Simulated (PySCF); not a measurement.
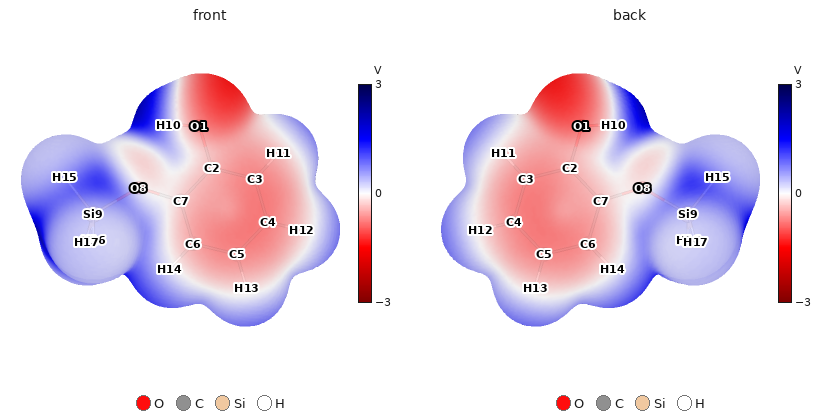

Figure 1: C6H8O2Si. The molecular electrostatic potential painted on the density surface at 0.002 e/bohr³, seen from the front and from behind; red is negative and blue positive.

Geometry: GFN2-xTB, NEB image 0 of 0 to 8.

Level of theory: PBE0/pcSseg-1, SCF density, gas phase, non-relativistic (PySCF 2.14.0).

```xyz
17

O    -0.0952    2.5360    0.0685
C    -0.6093    1.2882   -0.0783
C    -1.9568    1.1153   -0.3543
C    -2.4768   -0.1587   -0.5020
C    -1.6568   -1.2654   -0.3763
C    -0.3087   -1.1033   -0.1015
C     0.2212    0.1647    0.0484
O     1.5323    0.4106    0.3193
Si    2.8173   -0.5633    0.5446
H     0.8505    2.4438    0.2561
H    -2.5781    1.9913   -0.4488
H    -3.5271   -0.2843   -0.7160
H    -2.0612   -2.2594   -0.4909
H     0.3440   -1.9570   -0.0009
H     3.8166    0.4678    0.7796
H     3.0757   -1.3682   -0.6496
H     2.6053   -1.4461    1.6922
```

Where is the surface potential most negative and most positive?

The most negative region (about −1.3 V) lies over O1, the most positive (about +2.0 V) over Si9 and H10. O1 is the likeliest acceptor of a hydrogen bond.

How polar is the molecule by this calculation?

Its dipole moment is 2.11 D.
